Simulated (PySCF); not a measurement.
# NH3S (Thiohydroxylamine) at 4 levels

We compute a comparison of 4 runs (HF/ANO-RCC-MB, HF/ANO-RCC-VDZ, HF/ANO-RCC-VDZP, HF/ANO-RCC-VTZP) of NH3S (Thiohydroxylamine). The job is set up through a Python script.

The calculation is run with PySCF 2.14.0.

### 1 The molecule

The species is NH3S (5 atoms), meant as a singlet with charge 0. SMILES: `NS`. The shape is that of a GFN2-xTB optimisation. This is one conformer, not always the lowest.

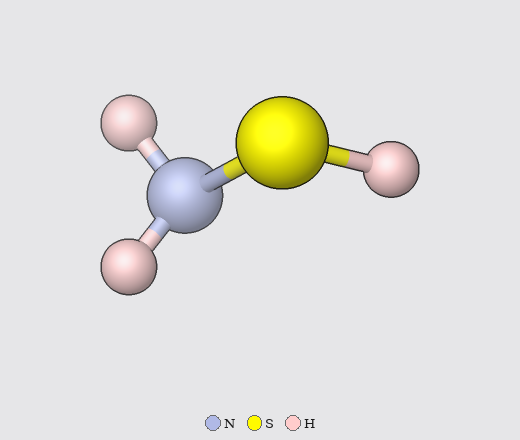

Viewed from a chosen angle; nitrogen light blue, sulfur yellow, hydrogen pink.

### 2 The polarisability at HF/ANO-RCC-MB (sfX2C) (run 1)

job.py

```python
# Thiohydroxylamine
import numpy
from pyscf import gto, scf
from pyscf.prop.polarizability import rhf

mol = gto.M(
    atom='''
N   -0.162760  -0.507400  -0.231700
S    0.168270   0.954370   0.610330
H    0.015040  -1.300690   0.375430
H   -1.135990  -0.524720  -0.519210
H    1.115440   1.378440  -0.234860
''',
    basis='ano-rcc-mb',
    verbose=3,
    max_memory=1860,
)

mf = scf.RHF(mol)
mf = mf.sfx2c1e()
mf.conv_tol = 1e-10
mf.kernel()
if not mf.converged:
    mf = mf.newton().run(mf.mo_coeff, mf.mo_occ)

e_final = mf.e_tot
print('E(%s) = %.9f' % ('HF', e_final))
pol = rhf.Polarizability(mf)
alpha = pol.polarizability()
print('isotropic polarizability %.4f bohr^3' % (numpy.trace(alpha) / 3))
alpha_w = pol.polarizability_with_freq(freq=0.0774)
beta = pol.hyper_polarizability()
```

Run with:

```bash
$ OMP_NUM_THREADS=1 python job.py
```

The program printed:

```text
converged SCF energy = -454.661425707428
E(HF) = -454.661425707
isotropic polarizability 12.8959 bohr^3
```

Wall time 1.4 s (1 thread of Arm Neoverse V1, shared host); peak memory 0.12 GiB.

### 3 The polarisability at HF/ANO-RCC-VDZ (sfX2C) (run 2)

Edit job.py of step 2 so:

```diff
@@ -1,2 +1 @@
-# Thiohydroxylamine
 import numpy
@@ -5,4 +4,4 @@
 
-mol = gto.M(
-    atom='''
+system = gto.Mole()
+system.atom = '''
 N   -0.162760  -0.507400  -0.231700
@@ -12,9 +11,10 @@
 H    1.115440   1.378440  -0.234860
-''',
-    basis='ano-rcc-mb',
-    verbose=3,
-    max_memory=1860,
-)
+'''
+system.spin = 0
+system.max_memory = 1860
+system.basis = 'ano-rcc-vdz'
+system.verbose = 4
+system.build()
 
-mf = scf.RHF(mol)
+mf = scf.RHF(system)
 mf = mf.sfx2c1e()
@@ -25,4 +25,4 @@
 
-e_final = mf.e_tot
-print('E(%s) = %.9f' % ('HF', e_final))
+e_tot = mf.e_tot
+print('Final energy', e_tot)
 pol = rhf.Polarizability(mf)
```

Run with:

```bash
$ OMP_NUM_THREADS=1 python job.py
```

The program printed:

```text
PySCF version 2.14.0

[... 63 lines left out ...]
converged SCF energy = -454.758504442542
Final energy -454.75850444254166
[... 2 lines left out ...]
isotropic polarizability 19.8545 bohr^3
```

Run time: 1.8 s. Hardware: 1 thread of Arm Neoverse V1, shared host; peak memory 0.12 GiB.

### 4 The response to a field at HF/ANO-RCC-VDZP (sfX2C) (run 3)

run.py

```python
import numpy
from pyscf import gto, scf
from pyscf.prop.polarizability import rhf

mol = gto.M(
    atom='''
N     -0.307572    -0.958847    -0.437850
S      0.317984     1.803498     1.153357
H      0.028421    -2.457948     0.709460
H     -2.146710    -0.991577    -0.981165
H      2.107876     2.604874    -0.443821
''',
    max_memory=1860,
    spin=0,
    verbose=3,
    unit='bohr',
    basis='ano-rcc-vdzp',
)

mf = scf.RHF(mol)
mf = mf.x2c()
mf.conv_tol = 1e-10
mf.kernel()
if not mf.converged:
    mf = mf.newton().run(mf.mo_coeff, mf.mo_occ)

etot = mf.e_tot
print('E(%s) = %.9f' % ('HF', etot))
pol = rhf.Polarizability(mf)
alpha = pol.polarizability()
print('isotropic polarizability %.4f bohr^3' % (numpy.trace(alpha) / 3))
alpha_w = pol.polarizability_with_freq(freq=0.0774)
beta = pol.hyper_polarizability()
```

Run with:

```bash
$ OMP_NUM_THREADS=1 python run.py
```

The program printed:

```text
converged SCF energy = -454.8494519555
E(HF) = -454.849451956
isotropic polarizability 24.6951 bohr^3
```

Run time: 6 s. Hardware: 1 thread of Arm Neoverse V1, shared host; peak memory 0.14 GiB.

### 5 The polarisability at HF/ANO-RCC-VTZP (sfX2C) (run 4)

run.py

```python
import numpy
from pyscf import gto
from pyscf.prop.polarizability import rhf

molecule = gto.Mole()
molecule.atom = '''
N     -0.162760    -0.507400    -0.231700
S      0.168270     0.954370     0.610330
H      0.015040    -1.300690     0.375430
H     -1.135990    -0.524720    -0.519210
H      1.115440     1.378440    -0.234860
'''
molecule.max_memory = 1860
molecule.basis = 'ano-rcc-vtzp'
molecule.spin = 0
molecule.charge = 0
molecule.verbose = 3
molecule.build()

hf = molecule.RHF()
hf = hf.x2c()
hf.conv_tol = 1e-10
hf.kernel()
if not hf.converged:
    hf = hf.newton().run(hf.mo_coeff, hf.mo_occ)

e_final = hf.e_tot
print('E = %.10f Eh' % e_final)
pol = rhf.Polarizability(hf)
alpha = pol.polarizability()
print('isotropic polarizability %.4f bohr^3' % (numpy.trace(alpha) / 3))
alpha_w = pol.polarizability_with_freq(freq=0.0774)
beta = pol.hyper_polarizability()
```

Run with:

```bash
$ OMP_NUM_THREADS=1 python run.py
```

The program printed:

```text
converged SCF energy = -454.863311790303
E = -454.8633117903 Eh
isotropic polarizability 29.7198 bohr^3
```

Run time: 92 s. Hardware: 1 thread of Arm Neoverse V1, shared host; peak memory 0.28 GiB.

### 6 Overview of the runs

| run | level | energy (Eh) | dipole moment (D) | HOMO energy (eV) | LUMO energy (eV) | wall time |
| --- | --- | --- | --- | --- | --- | --- |
| 1 | HF/ANO-RCC-MB (sfX2C) | -454.661426 | 1.17 | -10.95 | 6.70 | 1.4 s |
| 2 | HF/ANO-RCC-VDZ (sfX2C) | -454.758504 | 0.87 | -10.37 | 2.20 | 1.8 s |
| 3 | HF/ANO-RCC-VDZP (sfX2C) | -454.849452 | 0.99 | -9.97 | 2.20 | 6 s |
| 4 | HF/ANO-RCC-VTZP (sfX2C) | -454.863312 | 1.05 | -10.01 | 1.34 | 92 s |

Convergence of the HOMO energy of singlet NH3S with the basis set, against the last point:

| basis set | from the last (eV) | wall time |
| --- | --- | --- |
| ANO-RCC-MB | -0.9435 | 1.4 s |
| ANO-RCC-VDZ | -0.3608 | 1.8 s |
| ANO-RCC-VDZP | +0.0434 | 6 s |
| ANO-RCC-VTZP | +0.0000 | 92 s |

Convergence of the total energy of singlet NH3S with the basis set, against the last point:

| basis set | from the last (mEh) | wall time |
| --- | --- | --- |
| ANO-RCC-MB | +201.886 | 1.4 s |
| ANO-RCC-VDZ | +104.807 | 1.8 s |
| ANO-RCC-VDZP | +13.860 | 6 s |
| ANO-RCC-VTZP | +0.000 | 92 s |

### 7 Results

```
                                   quantity          value
                        run 4: total energy  -454.86331 Eh
                       run 4: dipole moment         1.05 D
                         run 4: HOMO energy      -10.01 eV
                         run 4: LUMO energy        1.34 eV
                       run 4: HOMO–LUMO gap       11.35 eV
          run 4: mean static polarisability     29.7 bohr³
run 4: mean polarisability at ω = 0.0774 Eh     30.5 bohr³
```

**Reading.** For the HOMO energy of singlet NH3S to stay within 0.1 eV of the last point, ANO-RCC-VDZP is the first point of the series from which all later ones do (6 s against 92 s). The dipole moment (its size) runs from 0.87 D (HF/ANO-RCC-VDZ) to 1.17 D (HF/ANO-RCC-MB). The HOMO–LUMO gap runs from 11.35 eV (HF/ANO-RCC-VTZP) to 17.66 eV (HF/ANO-RCC-MB). In run 1 the basis is minimal, so the values are rough. All runs together took 1.7 min, the longest 92 s.
